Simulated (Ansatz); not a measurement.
**C₂H₆Cl₃NSi: geometry relaxation (part 2 of 2)**

Continued. System: C₂H₆Cl₃NSi. Method: RKS PBE0/STO-3G (Ansatz 0.2.0). It belongs to a series of runs on one base structure; here: start relaxed.

Geometry of the input (Å):
```
Si 0.0000  0.0000  0.0000
N  0.0000  0.0000  1.8200
C  -1.2162  -0.3762  2.5550
H  -1.8642  -0.9999  1.9045
H  -0.9378  -0.9533  3.4614
H  -1.7663  0.5401  2.8549
C  1.2162  0.3762  2.5550
H  1.4641  -0.4163  3.2916
H  2.0585  0.4943  1.8418
H  1.0457  1.3351  3.0874
Cl 2.0086  0.0000  -0.7093
Cl -1.0032  1.7381  -0.7093
Cl -1.0032  -1.7381  -0.7093
```

Trajectory as extended XYZ (Å, eV, eV/Å), 9 frames, from step=1 to step=9:
```
13
Properties=species:S:1:pos:R:3:forces:R:3 step=1 energy=-48548.43539
Si    0.0000    0.0000    0.0000    0.1189  -0.0754   2.5915
N     0.0000    0.0000    1.8200    0.4482  -0.5382  -3.9307
C    -1.2162   -0.3762    2.5550    0.0534   0.2281   0.0490
H    -1.8642   -0.9999    1.9045    0.1098   0.1611   0.2980
H    -0.9378   -0.9533    3.4614   -0.1854   0.1124  -0.1942
H    -1.7663    0.5401    2.8549   -0.2163  -0.2941   0.1909
C     1.2162    0.3762    2.5550   -0.1992   0.1180   0.1889
H     1.4641   -0.4163    3.2916    0.1131   0.2531  -0.0432
H     2.0585    0.4943    1.8418   -0.2474  -0.0343   0.3334
H     1.0457    1.3351    3.0874    0.3262  -0.1260   0.0970
Cl    2.0086    0.0000   -0.7093   -0.8307   0.0693   0.2595
Cl   -1.0032    1.7381   -0.7093    0.2662  -0.5735  -0.0212
Cl   -1.0032   -1.7381   -0.7093    0.2432   0.6993   0.1809
13
Properties=species:S:1:pos:R:3:forces:R:3 step=2 energy=-48548.72158
Si   -0.0042    0.0020    0.0317    0.0046   0.0089   1.3543
N     0.0388   -0.0666    1.7780    0.0568  -0.1172  -1.4180
C    -1.1937   -0.3757    2.5332   -0.0813  -0.0429   0.1447
H    -1.8722   -0.9869    1.9138    0.0544   0.0514  -0.0065
H    -0.9406   -0.9620    3.4341    0.0334   0.0262  -0.0458
H    -1.7457    0.5273    2.8620    0.0903   0.0181  -0.0410
C     1.2136    0.3716    2.5624    0.0387   0.0762   0.0686
H     1.4772   -0.3809    3.3303   -0.1229   0.0063  -0.0898
H     2.0799    0.4889    1.8916   -0.0544  -0.0045   0.0144
H     1.0440    1.3350    3.0810   -0.0665  -0.0130  -0.0447
Cl    1.9548    0.0360   -0.6858    0.0647  -0.0196  -0.0129
Cl   -1.0001    1.6649   -0.7817   -0.0112   0.0871   0.0421
Cl   -1.0498   -1.6536   -0.7067   -0.0065  -0.0771   0.0346
13
Properties=species:S:1:pos:R:3:forces:R:3 step=3 energy=-48548.76936
Si   -0.0031    0.0003    0.0579   -0.0142  -0.0588  -0.2213
N     0.0568   -0.1221    1.7469    0.0302   0.0238   0.2539
C    -1.1785   -0.3828    2.5183   -0.1059  -0.0177   0.0995
H    -1.8892   -0.9598    1.9036    0.0398   0.0317   0.0077
H    -0.9327   -0.9813    3.4116    0.0057   0.0022  -0.0072
H    -1.6796    0.5468    2.8556    0.0766  -0.0340  -0.0374
C     1.1999    0.3724    2.5445    0.0272   0.0505   0.1180
H     1.4550   -0.3643    3.3275   -0.0365   0.0302  -0.0212
H     2.0767    0.5008    1.8918   -0.0106   0.0018   0.0070
H     0.9826    1.3385    3.0406   -0.0278  -0.0414  -0.0498
Cl    1.9539    0.0285   -0.6636    0.0817   0.0051  -0.0844
Cl   -0.9922    1.6849   -0.7239   -0.0114   0.0317   0.0171
Cl   -1.0476   -1.6617   -0.6671   -0.0548  -0.0251  -0.0820
13
Properties=species:S:1:pos:R:3:forces:R:3 step=4 energy=-48548.77351
Si    0.0091   -0.0479    0.0571   -0.0358   0.2125  -0.3577
N     0.0799   -0.2023    1.7472   -0.0157  -0.1152   0.3686
C    -1.1623   -0.3983    2.5346    0.1771   0.0576  -0.1584
H    -1.9024   -0.9349    1.9297   -0.1634  -0.1286  -0.0869
H    -0.9347   -0.9982    3.4295   -0.0189  -0.0168   0.0590
H    -1.5962    0.5657    2.8536   -0.0725   0.0433   0.0931
C     1.1815    0.3834    2.5468   -0.0656  -0.0597  -0.1969
H     1.4347   -0.3020    3.3711    0.0442  -0.0029   0.0806
H     2.0641    0.5126    1.9063    0.1267   0.0215   0.0098
H     0.9010    1.3616    2.9753    0.0092   0.0724   0.0464
Cl    1.9554    0.0054   -0.7032    0.0093  -0.0474   0.0350
Cl   -0.9605    1.6948   -0.6326    0.0007  -0.0089   0.0168
Cl   -1.0675   -1.6398   -0.7717    0.0047  -0.0278   0.0904
13
Properties=species:S:1:pos:R:3:forces:R:3 step=5 energy=-48548.78809
Si    0.0025   -0.0209    0.0558    0.0658  -0.0235   0.0074
N     0.1007   -0.2338    1.7527    0.0340  -0.0539  -0.1128
C    -1.1493   -0.4468    2.5219   -0.0460   0.0230   0.0318
H    -1.8764   -0.9998    1.9067    0.0234  -0.0063  -0.0019
H    -0.9285   -1.0444    3.4216    0.0190  -0.0073   0.0068
H    -1.6116    0.5052    2.8462   -0.0073   0.0011   0.0042
C     1.1803    0.4104    2.5374    0.0220   0.0375   0.1376
H     1.3737   -0.1919    3.4414   -0.0103   0.0109  -0.0103
H     2.1112    0.4586    1.9503   -0.0877  -0.0260  -0.0663
H     0.9103    1.4339    2.8601    0.0185   0.0176   0.0082
Cl    1.9430   -0.0519   -0.7220   -0.0311  -0.0027  -0.0007
Cl   -0.9088    1.7630   -0.5944    0.0027   0.0270  -0.0033
Cl   -1.1450   -1.5815   -0.7339   -0.0029   0.0027  -0.0008
13
Properties=species:S:1:pos:R:3:forces:R:3 step=6 energy=-48548.79136
Si    0.0078   -0.0214    0.0582   -0.0048   0.0080  -0.0001
N     0.1011   -0.2425    1.7547    0.0108  -0.0071  -0.0251
C    -1.1470   -0.4642    2.5249   -0.0290  -0.0193   0.0169
H    -1.8622   -1.0383    1.9153    0.0071  -0.0015   0.0033
H    -0.9142   -1.0471    3.4314    0.0009   0.0012   0.0031
H    -1.6261    0.4832    2.8375   -0.0051   0.0070   0.0020
C     1.1699    0.4251    2.5365    0.0270   0.0053   0.0087
H     1.3813   -0.1705    3.4402   -0.0062   0.0017   0.0012
H     2.0888    0.4814    1.9330   -0.0003   0.0053  -0.0018
H     0.8892    1.4472    2.8550   -0.0064   0.0023  -0.0003
Cl    1.9434   -0.0986   -0.7247    0.0072  -0.0061  -0.0034
Cl   -0.8489    1.7938   -0.5838    0.0048   0.0078  -0.0007
Cl   -1.1808   -1.5479   -0.7346   -0.0059  -0.0045  -0.0037
13
Properties=species:S:1:pos:R:3:forces:R:3 step=7 energy=-48548.79214
Si    0.0081   -0.0185    0.0599   -0.0086   0.0070  -0.0166
N     0.1061   -0.2565    1.7563   -0.0004   0.0288  -0.0035
C    -1.1411   -0.4888    2.5267   -0.0372  -0.0181   0.0302
H    -1.8441   -1.0839    1.9221    0.0184   0.0174   0.0150
H    -0.8989   -1.0569    3.4407   -0.0035   0.0103  -0.0118
H    -1.6384    0.4537    2.8281    0.0114  -0.0171  -0.0108
C     1.1611    0.4425    2.5330    0.0145   0.0051   0.0114
H     1.3718   -0.1305    3.4524   -0.0131   0.0187  -0.0425
H     2.0830    0.4931    1.9325   -0.0012   0.0126   0.0253
H     0.8684    1.4703    2.8263    0.0005  -0.0490  -0.0177
Cl    1.9384   -0.1501   -0.7315   -0.0081  -0.0011   0.0001
Cl   -0.7853    1.8332   -0.5670    0.0139  -0.0437   0.0149
Cl   -1.2269   -1.5076   -0.7357    0.0133   0.0291   0.0059
13
Properties=species:S:1:pos:R:3:forces:R:3 step=8 energy=-48548.79236
Si    0.0119   -0.0194    0.0595   -0.0383   0.0043  -0.0183
N     0.1061   -0.2552    1.7557    0.0011   0.0149   0.0186
C    -1.1404   -0.4906    2.5272    0.0015  -0.0039   0.0053
H    -1.8403   -1.0905    1.9249    0.0042   0.0051   0.0024
H    -0.8954   -1.0537    3.4432   -0.0015   0.0049  -0.0055
H    -1.6414    0.4509    2.8244    0.0045  -0.0065  -0.0032
C     1.1598    0.4451    2.5332   -0.0132  -0.0111  -0.0216
H     1.3768   -0.1329    3.4467    0.0033   0.0017  -0.0026
H     2.0790    0.5078    1.9305    0.0115   0.0065   0.0152
H     0.8595    1.4673    2.8345   -0.0024  -0.0100  -0.0051
Cl    1.9410   -0.1657   -0.7321   -0.0128   0.0100   0.0035
Cl   -0.7785    1.8328   -0.5665    0.0288  -0.0146   0.0061
Cl   -1.2360   -1.4958   -0.7376    0.0133  -0.0013   0.0052
13
Properties=species:S:1:pos:R:3:forces:R:3 step=9 energy=-48548.79258
Si    0.0095   -0.0193    0.0586   -0.0008   0.0013  -0.0038
N     0.1045   -0.2533    1.7545    0.0004  -0.0012   0.0040
C    -1.1395   -0.4923    2.5284    0.0020  -0.0017   0.0000
H    -1.8392   -1.0933    1.9271   -0.0013  -0.0001   0.0004
H    -0.8908   -1.0551    3.4432   -0.0037  -0.0011   0.0012
H    -1.6417    0.4477    2.8271   -0.0011  -0.0006   0.0008
C     1.1579    0.4463    2.5319   -0.0011   0.0000  -0.0011
H     1.3741   -0.1320    3.4453    0.0024   0.0021   0.0009
H     2.0789    0.5104    1.9320    0.0011   0.0008   0.0000
H     0.8562    1.4678    2.8332    0.0011  -0.0002   0.0012
Cl    1.9385   -0.1684   -0.7322   -0.0004   0.0006  -0.0012
Cl   -0.7672    1.8369   -0.5687    0.0018  -0.0005  -0.0019
Cl   -1.2388   -1.4954   -0.7368   -0.0005   0.0004  -0.0004
```

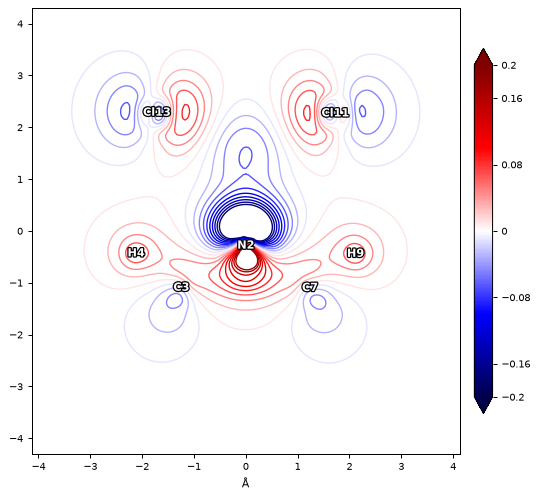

Fig. 1: One frontier orbital on the plane of atoms C3, N2 and C7 (values in Å⁻³ᐟ²; the overall sign is arbitrary). The HOMO, at −5.27 eV.

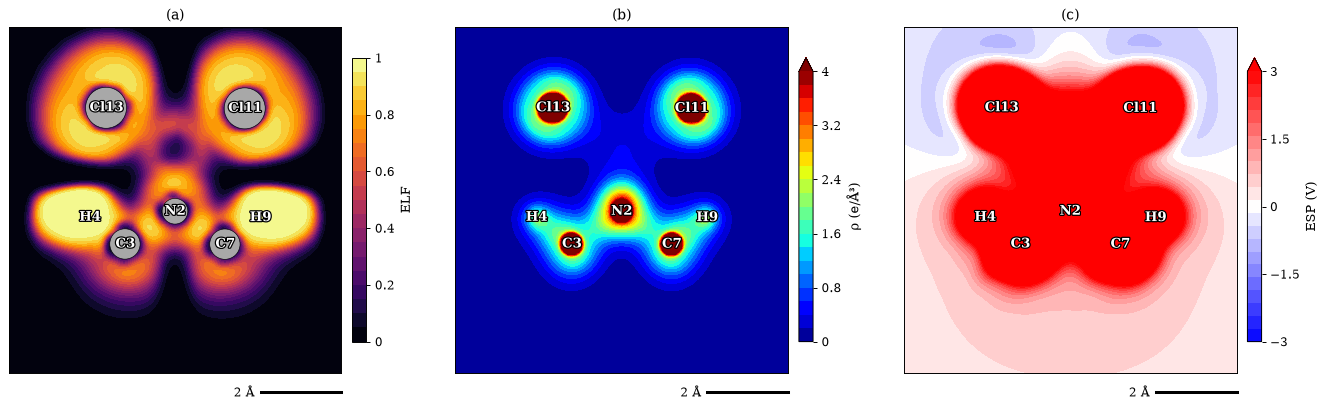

Fig. 2: (a) electron localisation function; (b) electron density; (c) molecular electrostatic potential on the plane of atoms C3, N2 and C7. Grey discs, where drawn, cover atomic cores. Atoms in the plane: N, C, H and Cl.

Key numbers:

```json
{"quantity": "outcome", "value": "converged"}
{"quantity": "total energy", "value": "−48548.7926 eV"}
{"quantity": "mean-field energy", "value": "−48548.7926 eV"}
{"quantity": "largest force (length of the vector) at the end", "value": "0.004 eV/Å"}
{"quantity": "wall time", "value": "28 s"}
{"quantity": "peak memory", "value": "0.19 GiB"}
```
